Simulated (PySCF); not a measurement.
**Ge$_{2}$H$_{4}$, SMILES `[GeH2]=[GeH2]`: what the electrons do**

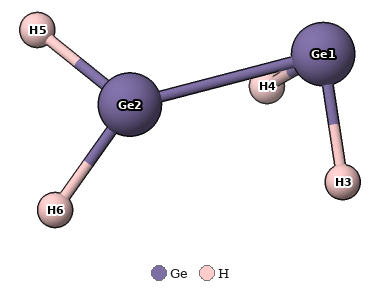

The molecule, with its atoms numbered as below. No frequency check shows the geometry to be a minimum.

Geometry (Å), atoms numbered from 1:

```
Ge1      1.2752    0.0401    0.0290
Ge2     -1.1908   -0.0084    0.0469
H3       1.1267   -1.5456   -0.1876
H4       0.5956    0.2061   -1.4842
H5      -2.0442    1.2895   -0.3291
H6      -2.3811   -0.9644   -0.4310
```

## 1. In an electric field

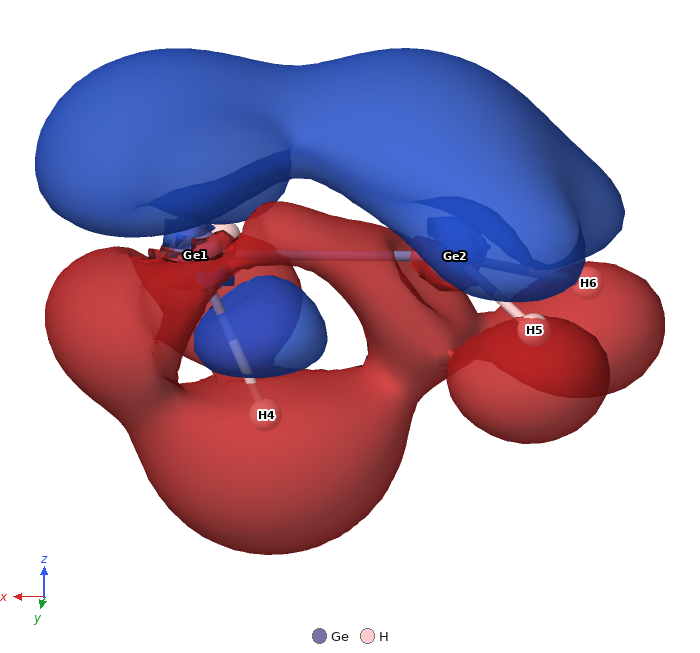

Change of the electron density in a uniform field of 0.10 V/Å, surfaces at ±0.0005 e/Å³ (blue: gain, red: loss).

Method: CAM-B3LYP/def2-SVPD; geometry: GFN2-xTB; program: PySCF.

Q: Along which Cartesian direction does the field point?

A: Along −z: electrons gather on the +z side, against the field.

Q: What dipole is induced, and what polarisability does it imply?

A: The induced dipole is 0.31 D (along the field); α along this axis, from the fields in both directions, is 60 bohr³ (8.9 Å³).

Q: Which atoms gain and lose the most charge?

A: Electrons gather most on Ge1 (Hirshfeld charge changes by −0.005 e) and leave H4 most (+0.007 e); 0.027 electrons are displaced in all.

## 2. Removing or adding an electron

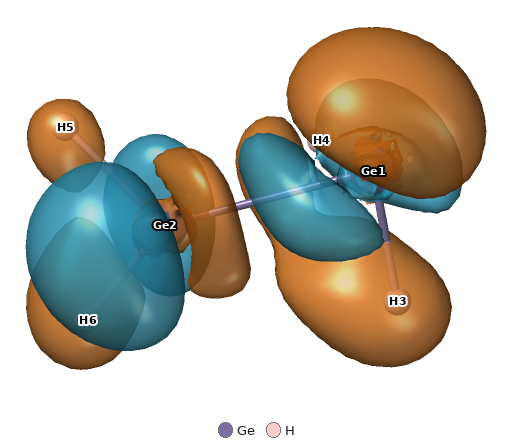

Dual descriptor f⁺ − f⁻ at ±0.02 e/Å³ (light blue positive, orange negative).

Method: BP86/6-311G**; geometry: GFN2-xTB; program: PySCF. This is a single-reference result, which may miss multireference character in this system.

Q: Which atoms come out as electrophilic, and which as nucleophilic?

A: Electrophilic (positive): Ge2 (+0.25). Nucleophilic (negative): Ge1 (−0.16) and H3 (−0.10). f⁻ (Hirshfeld-condensed) is largest on Ge1 (0.44); the vertical ionisation energy is 9.09 eV. f⁺ (Hirshfeld-condensed) is largest on Ge2 (0.44) and Ge1 (0.28); the vertical electron affinity is 1.37 eV (the stability of the anion's solution wasn't checked; the anion's highest orbital has positive energy, so this value and f⁺ depend on the basis).

## 3. Stretching a bond

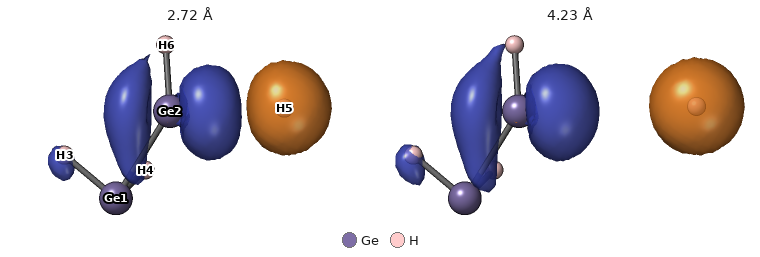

Rigid stretch of the Ge2–H5 bond. Broken-symmetry UHF spin density at ±0.03 e/Å³ (orange: α, blue: β).

Computed with PySCF, cc-pVDZ basis, geometry: GFN2-xTB.

Q: How does the broken-symmetry solution share the spin, and how far is it from a pure singlet?

A: At 4.23 Å excess α spin lies mostly on H5 and excess β on Ge2; the two could be swapped at no cost. ⟨S²⟩ is 0.79 at 2.72 Å and 1.01 at 4.23 Å, against 0 for a pure singlet and 1 for an equal mix of singlet and triplet.

Q: Where does the UHF solution part from RHF?

A: Between 2.04 Å (⟨S²⟩ = 0, the two coincide) and 2.34 Å (⟨S²⟩ = 0.40); at 4.23 Å ⟨S²⟩ is 1.01 and UHF lies 3.5 eV below RHF.

Q: How much energy does the stretch cost?

A: By CASSCF, 3.0 eV from the lowest point of the scan (1.66 Å) to 4.23 Å; RHF gives 6.0 eV from its own lowest point. The fragments aren't relaxed and dynamic correlation is missing, so this isn't a bond dissociation energy.

The PySCF runs shown took 13 s, 2 min and 88 s on 1 thread of Intel(R) Xeon(R) 6975P-C (Granite Rapids) (shared host).
